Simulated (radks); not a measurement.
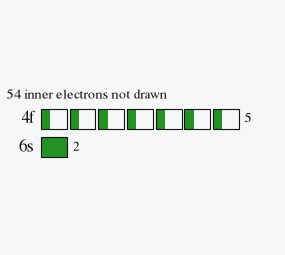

Fig. 1: The outer shells as the input fills them: a box for each of the 2l + 1 orbitals, shaded by the share of the shell that is filled, with the electron count at the right.

**Run report: Pm, atomic calculation**

- system: a free Pm atom in the configuration [Xe] 4f5 6s2 (open shells shared over both j by 2j + 1).
- method: Dirac Kohn-Sham, LDA (Slater exchange, Perdew-Wang correlation), spin-unpolarised, spherical densities, finite nucleus (the in-house radial solver radks)

**Input file**
```
Z 61
configuration [Xe] 4f5 6s2
relativity Dirac
functional lda,pw
spin unpolarised
j_filling average
nucleus finite rms 4.962 fm
c 137.035999084
threshold 0.001
max_iterations 97
```

Energies in input and log are in hartree, lengths in bohr (the nuclear radius in fm).

Hardware: 1 thread of Intel Xeon, 163 GiB of memory available, shared host.

The run was one of a batch that the task file lists, launched with:
```bash
python <driver script> task.json out
```

**The program's output**
```
1s1/2   1   2.0000       -1651.15734159
2s1/2   1   2.0000        -268.38305863
2p1/2   1   2.0000        -254.27914616
2p3/2   1   4.0000        -233.71658954
3s1/2   1   2.0000         -58.50605186
3p1/2   1   2.0000         -52.44147296
3p3/2   1   4.0000         -48.30878705
3d3/2   1   4.0000         -37.72184678
3d5/2   1   6.0000         -36.82523717
4s1/2   1   2.0000         -11.61488798
4p1/2   1   2.0000          -9.30748798
4p3/2   1   4.0000          -8.39968376
4d3/2   1   4.0000          -4.59646943
4d5/2   1   6.0000          -4.43516953
4f5/2   1   2.1429          -0.09600475
4f7/2   1   2.8571          -0.07868036
5s1/2   1   2.0000          -1.54068281
5p1/2   1   2.0000          -0.92162317
5p3/2   1   4.0000          -0.79972208
6s1/2   1   2.0000          -0.13516138
Etot -10019.474230686455
Ekin 10830.308988017428
Encl -24520.715720262582
Eh 3893.4671598030864
Exc -222.5346582443879
err 0.00010303216937000809
it 10
```

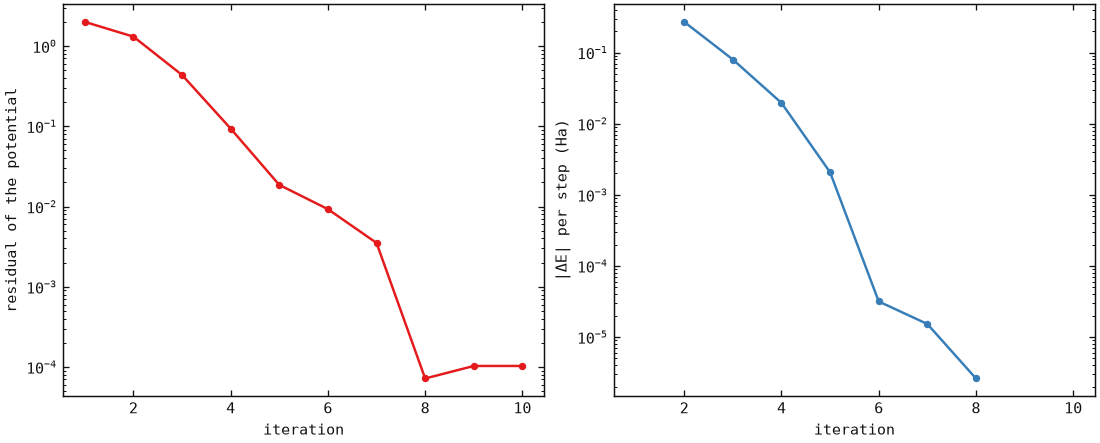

Fig. 2: Convergence: residual of the potential and change of the energy from step to step (the smallest changes aren't drawn) against the iteration. The residual falls almost steadily, with no more than small rises or pauses. It goes from 2.0 to 0.00010 in 10 steps.

**Outcome**

```tsv
quantity	value
outcome	converged
total energy	−10019.4742 hartree
kinetic energy	10830.3090 hartree
electron–nucleus energy	−24520.7157 hartree
Hartree energy	3893.4672 hartree
exchange–correlation energy	−222.534658 hartree
radius at density 0.001 e/bohr³	5.29 bohr
SCF iterations	10
```

**What is odd here**

A numerical setting was moved from its usual value: convergence threshold tolx = 0.001. The program ran to the end, and its total energy equals that of the same run with the usual input (−10019.47423 hartree) within 10⁻⁵ hartree, so the oddity leaves no trace in it.
